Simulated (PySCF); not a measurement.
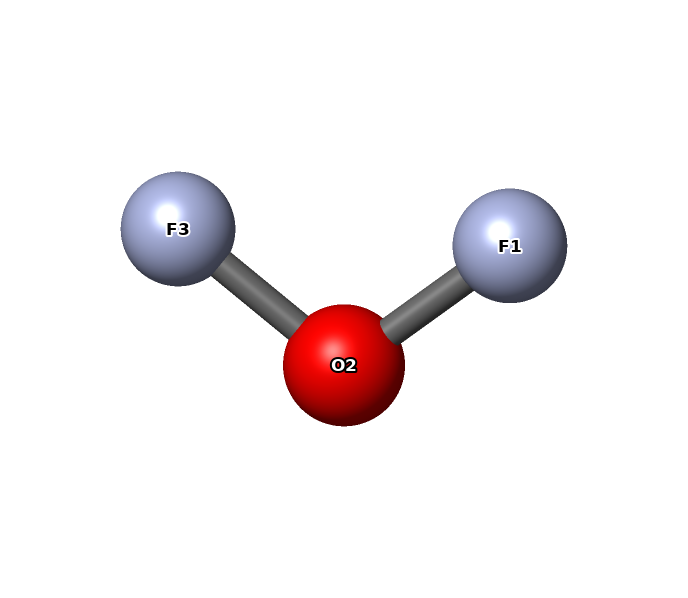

The thickness of each stick grows with its Mayer bond order. The geometry was computed by an optimisation with PBE0-D3(BJ)/def2-SVP. No frequency run is at hand to confirm it as a minimum. Computed with PBE0/STO-3G (PySCF 2.14.0).

List the Mayer bond orders of F1–O2 (one bond of each equivalent set).

```csv
bond,Mayer order,length (Å)
F1–O2,0.99,1.379
```
